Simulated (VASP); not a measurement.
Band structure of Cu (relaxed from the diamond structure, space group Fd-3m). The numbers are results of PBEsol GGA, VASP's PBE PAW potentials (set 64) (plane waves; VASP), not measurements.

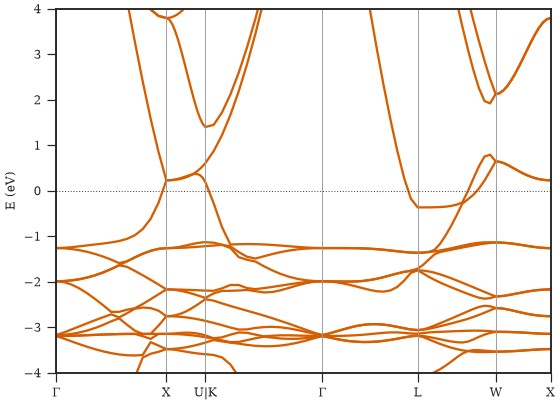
Fig. 1. Bands along high-symmetry lines, zero at the valence-band maximum or, without a gap, the Fermi level

Read the plot: is there a gap, and where are the band edges?

It has no gap at this level: it comes out as a metal or semimetal. (Edges off the drawn lines would not show.)

The structure was generated: Cu was put into the diamond type (Fd-3m), which need not be its known phase. It was relaxed first, which changed the volume by +12 %.
